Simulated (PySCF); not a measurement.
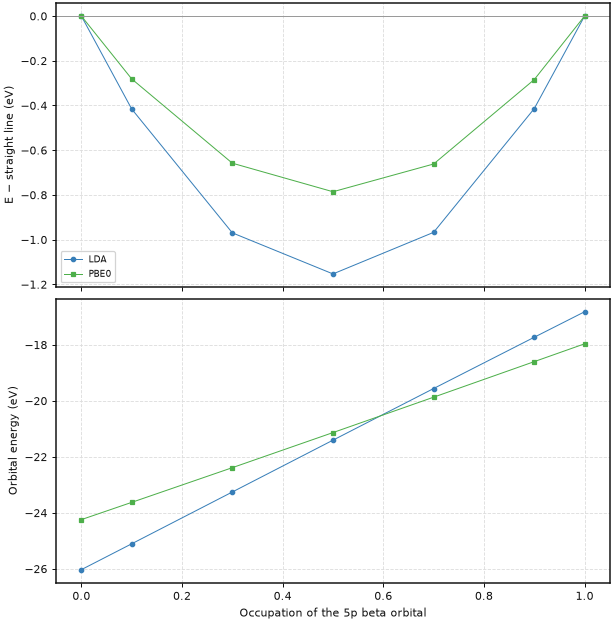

One 5p beta orbital of Xe⁺ ([Kr] 4d¹⁰ 5s² 5p⁵) is emptied in steps. The plot gives the energy less the straight line between the integer ends; the lower panel gives the orbital energy. PySCF, x2c-TZVPall, spin-free X2C-1e, unrestricted single determinants, no spin-orbit coupling.

**What do the curves say about each method?**

LDA: convex (delocalisation error), largest departure −1.2 eV, removal energy 21.41 eV, orbital energy from −16.8 eV when full to −26.0 eV when empty; PBE0: convex (delocalisation error), largest departure −0.79 eV, removal energy 21.12 eV, orbital energy from −18.0 eV when full to −24.2 eV when empty. The NIST semi-empirical removal energy is 20.98 eV. The exact energy is a straight line between whole electron numbers.
